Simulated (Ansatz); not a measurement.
Input

```
crystal:
  periodic: [false, false, false]
  atoms:
    - {symbol: C, position_ang: [1.211315, -1.642938, -0.206246]}
    - {symbol: N, position_ang: [0.015552, -0.991647, -0.688284]}
    - {symbol: C, position_ang: [-0.962689, -1.942732, -1.151522]}
    - {symbol: C, position_ang: [-0.536365, -0.085986, 0.287307]}
    - {symbol: N, position_ang: [0.327674, 1.046662, 0.504484]}
    - {symbol: C, position_ang: [0.401447, 1.901432, -0.657548]}
    - {symbol: C, position_ang: [-0.038955, 1.782205, 1.687984]}
    - {symbol: H, position_ang: [1.916630, -0.889588, 0.143801]}
    - {symbol: H, position_ang: [1.674689, -2.212623, -1.014835]}
    - {symbol: H, position_ang: [1.003133, -2.338060, 0.628350]}
    - {symbol: H, position_ang: [-1.320520, -2.619913, -0.353716]}
    - {symbol: H, position_ang: [-0.529130, -2.561048, -1.940721]}
    - {symbol: H, position_ang: [-1.827953, -1.420025, -1.565728]}
    - {symbol: H, position_ang: [-0.687517, -0.580343, 1.265636]}
    - {symbol: H, position_ang: [-1.534719, 0.224105, -0.075319]}
    - {symbol: H, position_ang: [-0.558520, 2.409245, -0.866529]}
    - {symbol: H, position_ang: [1.164839, 2.667819, -0.506038]}
    - {symbol: H, position_ang: [0.669226, 1.304053, -1.528738]}
    - {symbol: H, position_ang: [-1.042881, 2.241068, 1.619495]}
    - {symbol: H, position_ang: [-0.026407, 1.122840, 2.558933]}
    - {symbol: H, position_ang: [0.681140, 2.585481, 1.859256]}
basis:
  gaussian: {orbitals: def2-TZVPP}
hamiltonian: {xc: pbe0, dispersion: d4}
output: {orbitals: {seedname: orbitals}}
```

Command:

```sh
ansatz run in.yaml --threads 2 --pin off --events-out ev --progress --plain --max-ram 22528MiB --backend cuda --devices 0, --max-vram 18GiB
```

Geometry: PBE0-D4/def2-TZVP.

Theory: Ansatz 0.2.0, RKS PBE0-D4/def2-TZVPP.

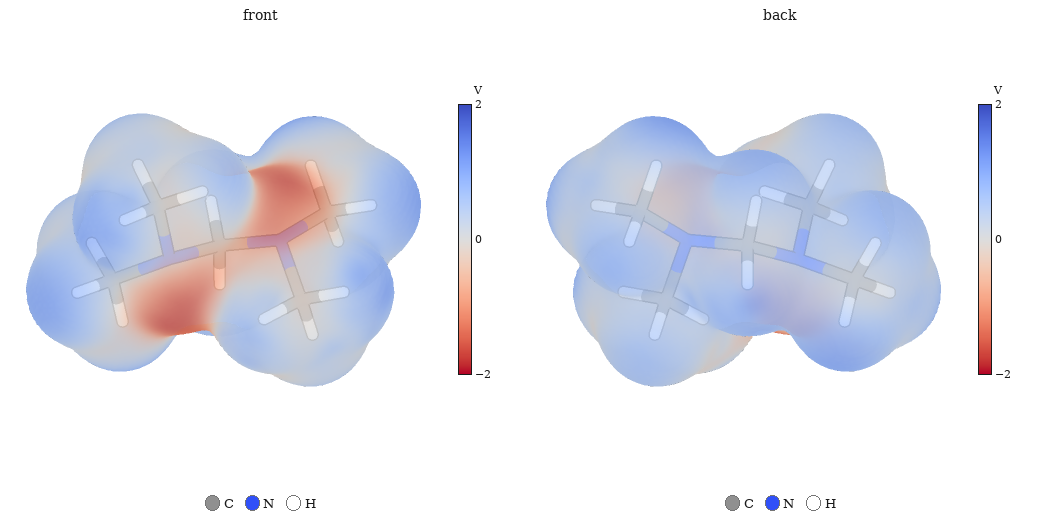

C$_{5}$H$_{14}$N$_{2}$ (SMILES CN(C)CN(C)C). The molecular electrostatic potential painted on the density surface at 0.004 e/bohr³, seen from the front and from behind; the colour scale runs from red (negative) to blue (positive).

Question: Which sites attract a positive test charge, and which a negative one?

Answer: A positive charge is drawn to the negative regions and a negative charge to the positive ones. The most negative region (about −1.5 V) lies over N2 and N5, the most positive (about +1.0 V) over the H atoms.
